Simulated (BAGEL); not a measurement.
**UHF/3-21G (density fitting with qzvpp-jkfit) run of SiNH4O (SMILES N[SiH]O)**

Aim: the vertical ionisation energy of SiNH4O at UHF/3-21G (density fitting with qzvpp-jkfit), from 2 runs. 

The results are computed with BAGEL 1.2.2.

3 further runs of the same task are left out: 2 that didn't finish, 1 set aside as unsound or not needed. Runs told in other sessions of the task aren't counted.

## 1. Starting point

SiNH4O: 7 atoms, total charge 0, spin state doublet. SMILES: `N[SiH]O`. The coordinates come from a PBE0-D4/def2-TZVP relaxation. This is one conformer, not always the lowest.

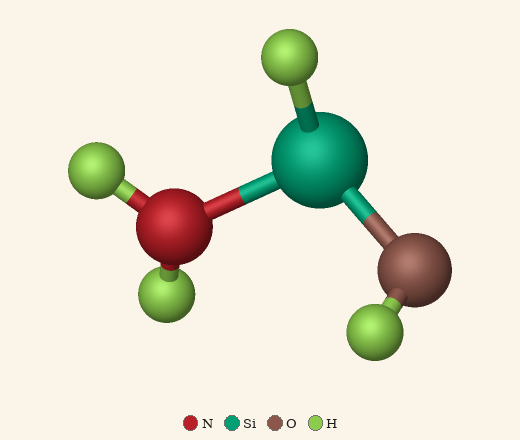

Viewed from a chosen angle; nitrogen red, silicon teal, oxygen brown, hydrogen green.

## 2. A single-point energy at UHF/3-21G (density fitting with qzvpp-jkfit)

Input file input.json:

```json
{ "bagel" : [

{
  "title" : "molecule",
  "basis" : "3-21g",
  "df_basis" : "qzvpp-jkfit",
  "angstrom" : true,
  "geometry" : [
    { "atom" : "N", "xyz" : [   -0.694900,    0.548300,   -0.575200 ] },
    { "atom" : "Si", "xyz" : [    0.293100,    0.159000,    0.781300 ] },
    { "atom" : "O", "xyz" : [    1.622900,   -0.672400,    0.270300 ] },
    { "atom" : "H", "xyz" : [   -0.355900,    1.168100,   -1.294800 ] },
    { "atom" : "H", "xyz" : [   -1.685800,    0.673200,   -0.432900 ] },
    { "atom" : "H", "xyz" : [   -0.599100,   -0.661900,    1.664700 ] },
    { "atom" : "H", "xyz" : [    1.480900,   -1.282400,   -0.459000 ] }
  ]
},
{ "title" : "uhf", "nopen" : 1 },
{ "title" : "print", "file" : "orbitals.molden", "orbitals" : true }

]}
```

Launch:

```bash
$ BAGEL_NUM_THREADS=1 BAGEL input.json > input.out
```

Log:

```text
* using 1 threads per process

  ===============================================================
  ===============================================================

  *** Geometry ***

  { "atom" : "N", "xyz" : [     -1.313171,      1.036137,     -1.086970 ] },
  { "atom" : "Si", "xyz" : [      0.553879,      0.300466,      1.476443 ] },
  { "atom" : "O", "xyz" : [      3.066837,     -1.270652,      0.510793 ] },
  { "atom" : "H", "xyz" : [     -0.672554,      2.207389,     -2.446817 ] },
  { "atom" : "H", "xyz" : [     -3.185700,      1.272164,     -0.818062 ] },
  { "atom" : "H", "xyz" : [     -1.132135,     -1.250810,      3.145827 ] },
  { "atom" : "H", "xyz" : [      2.798495,     -2.423385,     -0.867384 ] },

  Number of auxiliary basis functions:      354

  Since a DF basis is specified, we compute 2- and 3-index integrals:
    o Being stored without compression. Storage requirement is 0.004 GB

  Number of basis functions:       39
  Number of electrons      :       33

    * METHOD: MOLECULE                             0.07

  *** Open-shell HF ***

  === Nuclear Repulsion ===
   111.0336687933

      * DIIS with orbital gradients will be used.

  === UHF iteration (3-21g) ===
      0       -418.17004886          0.07531897           0.02
      1       -418.28850162          0.04087248           0.02
      2       -418.31955907          0.02384752           0.02
      3       -418.33339466          0.00117947           0.02
      4       -418.33363637          0.00051963           0.02
      5       -418.33367440          0.00019137           0.02
      6       -418.33369167          0.00004289           0.02
      7       -418.33369412          0.00001576           0.02
      8       -418.33369466          0.00000802           0.02
      9       -418.33369480          0.00000406           0.02
     10       -418.33369482          0.00000135           0.02
     11       -418.33369482          0.00000073           0.02
     12       -418.33369482          0.00000025           0.02
     13       -418.33369482          0.00000012           0.02
     14       -418.33369482          0.00000005           0.02
     15       -418.33369482          0.00000003           0.02
     16       -418.33369482          0.00000002           0.02
     17       -418.33369482          0.00000001           0.02
    * SCF iteration converged.

    * S^2 (UHF) is 0.7534

    * Permanent dipole moment:
           (    0.699976,    -0.393317,     0.564491) a.u.

    * METHOD: UHF                                  0.41

    * METHOD: PRINT                                0.00

  ===============================================================
```

Run time: 0.6 s. Hardware: 1 thread of Arm Neoverse V2, shared host.

## 3. The singlet cation, same level

Input file hf.json:

```json
{ "bagel": [

{
  "title": "molecule",
  "basis": "3-21g",
  "df_basis": "qzvpp-jkfit",
  "angstrom": true,
  "geometry": [
    { "atom": "N", "xyz": [      -0.694900,       0.548300,      -0.575200 ] },
    { "atom": "Si", "xyz": [       0.293100,       0.159000,       0.781300 ] },
    { "atom": "O", "xyz": [       1.622900,      -0.672400,       0.270300 ] },
    { "atom": "H", "xyz": [      -0.355900,       1.168100,      -1.294800 ] },
    { "atom": "H", "xyz": [      -1.685800,       0.673200,      -0.432900 ] },
    { "atom": "H", "xyz": [      -0.599100,      -0.661900,       1.664700 ] },
    { "atom": "H", "xyz": [       1.480900,      -1.282400,      -0.459000 ] }
  ]
},

{
  "title": "hf",
  "charge": 1
},

{
  "title": "print",
  "file": "orbitals.molden",
  "orbitals": true
}

]}
```

Launch:

```bash
$ BAGEL_NUM_THREADS=1 BAGEL hf.json > hf.out
```

Log:

```text
* using 1 threads per process

  ===============================================================
  ===============================================================

  *** Geometry ***

  { "atom" : "N", "xyz" : [     -1.313171,      1.036137,     -1.086970 ] },
  { "atom" : "Si", "xyz" : [      0.553879,      0.300466,      1.476443 ] },
  { "atom" : "O", "xyz" : [      3.066837,     -1.270652,      0.510793 ] },
  { "atom" : "H", "xyz" : [     -0.672554,      2.207389,     -2.446817 ] },
  { "atom" : "H", "xyz" : [     -3.185700,      1.272164,     -0.818062 ] },
  { "atom" : "H", "xyz" : [     -1.132135,     -1.250810,      3.145827 ] },
  { "atom" : "H", "xyz" : [      2.798495,     -2.423385,     -0.867384 ] },

  Number of auxiliary basis functions:      354

  Since a DF basis is specified, we compute 2- and 3-index integrals:
    o Being stored without compression. Storage requirement is 0.004 GB

  Number of basis functions:       39
  Number of electrons      :       33

    * METHOD: MOLECULE                             0.07

  *** RHF ***

  === Nuclear Repulsion ===
   111.0336687933

      * DIIS with orbital gradients will be used.

  === RHF iteration (3-21g) ===
      0       -417.89649371          0.03642879           0.01
      1       -418.00851137          0.02278270           0.01
      2       -418.05974962          0.00165855           0.01
      3       -418.06053558          0.00050628           0.01
      4       -418.06059117          0.00022442           0.01
      5       -418.06061324          0.00008453           0.01
      6       -418.06061678          0.00002272           0.01
      7       -418.06061714          0.00000530           0.01
      8       -418.06061715          0.00000191           0.01
      9       -418.06061716          0.00000111           0.01
     10       -418.06061716          0.00000024           0.01
     11       -418.06061716          0.00000012           0.01
     12       -418.06061716          0.00000004           0.01
     13       -418.06061716          0.00000001           0.01
     14       -418.06061716          0.00000000           0.01
    * SCF iteration converged.

    * Permanent dipole moment:
           (    1.029140,    -0.958432,    -0.210481) a.u.

    * METHOD: HF                                   0.20

    * METHOD: PRINT                                0.00

  ===============================================================
```

It took 0.4 s on 1 thread of Arm Neoverse V2, shared host.

## 4. Results

Level: UHF/3-21G (density fitting with qzvpp-jkfit).

| quantity | value |
| --- | --- |
| doublet SiNH4O: total energy | -418.33369 Eh |
| doublet SiNH4O: dipole moment | 2.49 D |
| doublet SiNH4O: ⟨S²⟩ | 0.753 |
| singlet cation: total energy | -418.06062 Eh |
| singlet cation: HOMO energy | -17.88 eV |
| singlet cation: LUMO energy | -6.71 eV |
| singlet cation: HOMO–LUMO gap | 11.17 eV |
| vertical ionisation energy (to the singlet cation) | 7.431 eV |

What this shows: Removing an electron at fixed nuclei costs 7.43 eV (171 kcal/mol).
